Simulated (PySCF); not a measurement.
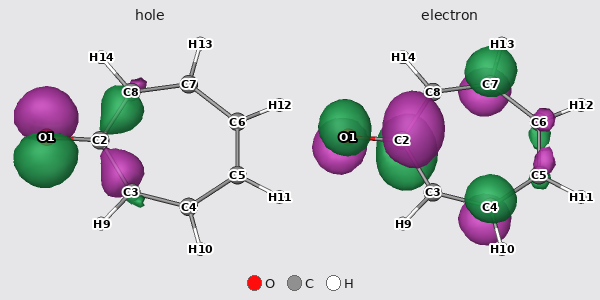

*C7H6O, SMILES `O=C1C=CC=CC=C1`. Leading natural transition orbital pair of S₂ (full linear response singlet states); the surfaces enclose about 70 % of each orbital's density.*

Computed with PySCF, ωB97X/6-31+G*, geometry: GFN2-xTB. No frequency check shows the geometry to be a minimum.

> Characterise the state.

4.11 eV (301 nm), f = 0.000 (dark), n → π*; the leading pair carries 100 %; hole on O1 (68 %), C2 (11 %) and C3 and C8 (8 % each), electron on C2 (29 %), O1 (26 %) and C4 and C7 (11 % each); their centroids lie 1.3 Å apart; S₁ lies within 0.1 eV of it. In canonical orbitals it is mainly HOMO−1 → LUMO+1 (94 %). The HOMO–LUMO gap is 8.62 eV.

Cost of the run: 6.8 min on 1 thread of AMD EPYC 9R45 96-Core Processor (Zen 5), on a shared host, peak memory 1 GiB.
